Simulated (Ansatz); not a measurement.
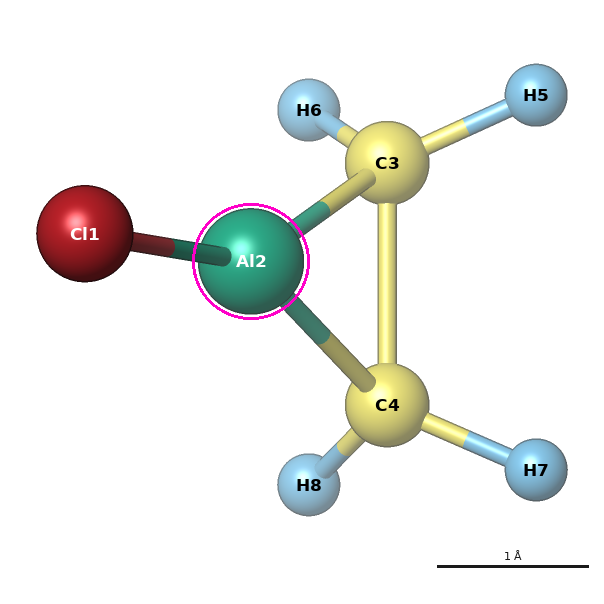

Orthographic view. Depth is shown by fading: the farther an atom, the more it takes the colour of the background. The geometry was computed by an optimisation with PBE0-D4/def2-TZVP. No frequency run is at hand to confirm it as a minimum.

### Which atoms are bonded to the circled atom?

The circled atom is Al2; it is bonded to Cl1, C3, C4.

### Of C4 and H8, which is nearer the viewer?

C4; the bond to H8 points away from the viewer, so it looks shorter than its 1.09 Å.

### Which atom is nearest the viewer?

Cl1, 2.8 Å in front of the mean position.
